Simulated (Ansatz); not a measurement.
# Graphene zigzag nanoribbon, H-capped, B on C sites: how far the plane-wave cutoff must go

A convergence test: the same geometry at several values of the plane-wave cutoff.

Method: Kohn-Sham DFT, PBE+D4, PAW set soft_1, plane waves, in Ansatz 0.2.0.

## Step 1: The starting structure

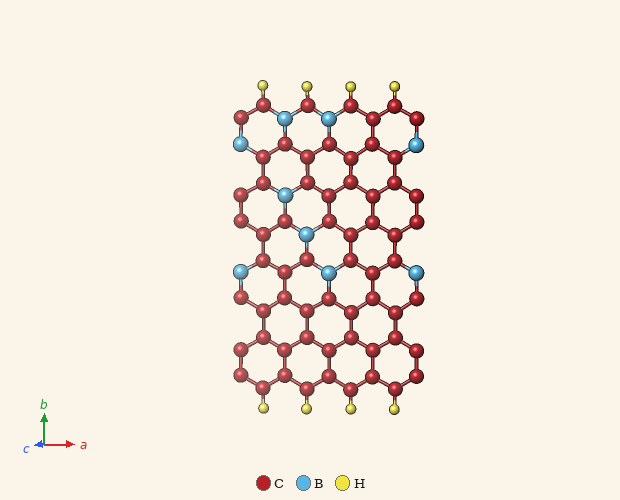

Start, viewed from the side, with the a axis across the page; carbon red, boron blue, hydrogen yellow. Some periodic images of atoms are drawn too.

The cell holds 72 atoms: 57 C, 7 B and 8 H. Cell: a = 9.840 Å, b = 27.803 Å, c = 10.000 Å, α = 90.0°, β = 90.0°, γ = 90.0°. Graphene (a = 2.46 A), rectangular cell with x along the zigzag direction; strip 18 A wide, 4 periods, edges capped with H, 10 A of vacuum, 7 of 64 C replaced by B at random; not relaxed, displaced by a Gaussian of 0.02 A. Regions: sheet, 64 atoms (57 C and 7 B); hydrogen, 8 atoms (8 H). Vacuum lies along b and c. The structure's axis is a.

## Step 2: Running it

The script builds the cell with ASE, from fixed seeds where it draws at random, so the run can be repeated from this text alone. The 2×1×1 mesh is chosen so that along the periodic directions points times cell width come to 19.6 Å or more. A smearing of 0.05 eV is typed, narrow for a metal. A dispersion term (D4) is added as well, though little in this cell is weakly bound. The PAW files are read from a folder beside the script (Ansatz's set soft_1), and the density starts from superposed atoms. The highest cutoff serves as the reference; forces are the test that matters for later relaxations, while absolute energies converge more slowly and partly cancel in differences.

test_settings.py reads:

```python
import time
import warnings
import numpy as np
from ase import Atoms
from ase.build import make_supercell
from ase.neighborlist import neighbor_list
import ansatz as az

warnings.simplefilter("ignore", az.DeckWarning)
u = Atoms(['C', 'C'], cell=[2.46, 2.46, 1, 90, 90, 120], pbc=True,
          scaled_positions=[[1/3, 2/3, 0], [2/3, 1/3, 0]])  # z in A
w = make_supercell(u, [[1, 0, 0], [1, 2, 0], [0, 0, 1]], wrap=False)
z = w.positions[:, 2].copy()
w.set_cell(w.cell.cellpar(), scale_atoms=True)  # standard orientation
w.positions[:, 2] = z; w.cell[2] = [0, 0, 30]; w.wrap(pbc=[1, 1, 0], eps=1e-6)
full = w.repeat([4, 9, 1])
d = full.positions - np.array([0, 1.8, 0]) @ w.cell[:]
keep = (d[:, 1] > 0) & (d[:, 1] < 18.01)
# cap broken bonds with H: drop atoms with fewer than two neighbours, then put H along each missing bond
for _ in range(4):
    n = np.bincount(neighbor_list('i', full[keep], 1.63), minlength=keep.sum())
    keep[np.where(keep)[0][n < 2]] = False
i, j, D = neighbor_list('ijD', full, 1.63)
miss = keep[i] & ~keep[j]
bond = {'C': 1.09}
caps = [full.positions[a] + d / np.linalg.norm(d) * bond[full[a].symbol] for a, d in zip(i[miss], D[miss])]
atoms = full[keep] + Atoms('H' * len(caps), caps)
atoms.set_tags([0] * keep.sum() + [1] * len(caps))
rng = np.random.default_rng(30314)
sites = rng.permutation([a.index for a in atoms if a.symbol == 'C'])
new = ['B'] * 7
for k, e in zip(sites, new): atoms[k].symbol = e
atoms.set_cell(full.cell); atoms.center(vacuum=5, axis=(1, 2)); atoms.pbc = True
atoms.rattle(0.02, seed=30314)
atoms.wrap()
print("formula", atoms.get_chemical_formula(mode="reduce") if len(atoms) < 20 else atoms.get_chemical_formula())
print("cell (A, deg)", np.round(atoms.cell.cellpar(), 3))

base = (
    az.Crystal.from_ase(atoms)
    .calculation()
    .functional("pbe", dispersion="d4")
    .pseudopotentials("paw", azcp={"folder": "./paw"}, xc_functional="pbe")
    .kpoints(2, 1, 1)
    .occupations("fermi_dirac", width=0.05)
    .forces()
    .band_table()
)

def gap_of(report):
    e = np.concatenate(report["eigenvalues_ev"]); f = np.concatenate(report["occupations"])
    f = f / f.max()  # a half-filled level counts on both sides, so the gap is then zero
    return e[f > 0.3].max(), e[f < 0.7].min()

rows = []
for cutoff in [180, 260, 340, 420, 550]:
    start = time.time()
    try:
        r = base.basis(cutoff).run(threads=4).report
    except az.AnsatzError as error:
        print(cutoff, 'failed:', str(error)[:110])
        continue
    homo, lumo = gap_of(r)
    rows.append((cutoff, r['free_energy_ev'] / len(atoms), np.array(r['forces_ev_ang']), max(lumo - homo, 0), np.nan, r['n_iterations'], time.time() - start))
    print(cutoff, f"F = {r['free_energy_ev']:.4f} eV, {r['n_iterations']} iterations, {time.time() - start:.0f} s", flush=True)

ref = rows[-1]
scale = np.sqrt(np.mean(ref[2] ** 2))
print(f"r.m.s. force of the reference: {scale:.3f} eV/A")
print("  cutoff  dE (meV/atom)  dF rms (meV/A)  dF (%)  gap (eV)  iter  time (s)")
for name, e, f, gap, p, n, t in rows:
    df = np.sqrt(np.mean((f - ref[2]) ** 2))
    print(f"{str(name):>8s} {1000 * (e - ref[1]):14.2f} {1000 * df:15.2f} {100 * df / scale:7.2f} {gap:9.3f} {n:5d} {t:9.1f}")
```

Started as:

```sh
python test_settings.py
```

Log:

```text
formula C57H8B7
cell (A, deg) [ 9.84  27.803 10.    90.    90.    90.   ]
180 F = -15358.6865 eV, 18 iterations, 16 s
260 F = -15490.9020 eV, 17 iterations, 20 s
340 F = -15510.3402 eV, 17 iterations, 30 s
420 F = -15512.1301 eV, 17 iterations, 37 s
550 F = -15512.2363 eV, 17 iterations, 55 s
r.m.s. force of the reference: 1.820 eV/A
  cutoff  dE (meV/atom)  dF rms (meV/A)  dF (%)  gap (eV)  iter  time (s)
     180        2132.64          389.77   21.42     0.000    18      16.1
     260         296.31           92.74    5.10     0.000    17      19.9
     340          26.34           12.25    0.67     0.000    17      29.9
     420           1.48            1.13    0.06     0.000    17      36.9
     550           0.00            0.00    0.00     0.000    17      55.3
```

Elapsed: 2.6 min, on 4 threads of Arm Neoverse V2, shared host; peak memory 8.3 GiB; 9.9 min of CPU time.

## Step 3: Analysis

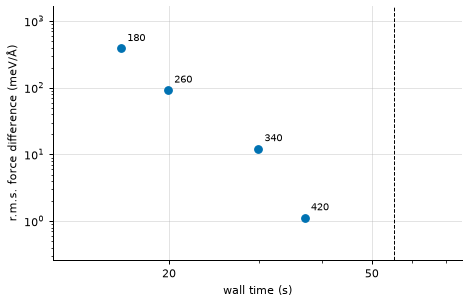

Force difference against time; the dashed line is the time of the reference run (550).

## Step 4: What came out

```json
{"reference run": "550, 55 s", "r.m.s. force component of the reference": "1.82 eV/Å", "largest r.m.s. force difference": "390 meV/Å (180)", "smallest r.m.s. force difference": "1.13 meV/Å (420)", "energy differences": "1.48 to 2133 meV/atom"}
```

In words: The cheapest setting whose forces lie within 1 % of the reference is 340 eV, at 0.54 times the reference's time; that is still 12 meV/Å, since the forces here are large, and too much for a tight relaxation. The cell is far from relaxed, so 1 % of its forces is a lenient mark. Up to 4 levels (over all k-points) are partly filled under the smearing, and with an odd electron count a run without spin can't have a gap. The run has no spin polarisation; where these levels come from dangling bonds, polar faces, dopants or defects, spin or a reconstruction can open a gap, and a semilocal functional can also close a narrow gap by itself. Notices that the program raised in these runs, those on memory apart (the script silences some of them): cutoff below recommended.

[Logs are printed without paths, hosts, clocks, repeated set-up lines and the standing remarks that a program may print on its own settings, such as how far it seeks lower states.]

[Hosts, paths, dates, database ids (printed as entryN), source tags and the programs' standing remarks are cut or masked in the printed files.]

[Scripts of this kind were picked in part by their result: those with far moves, changed bonds, near-zero gaps or large misses at database cells are mostly left out.]
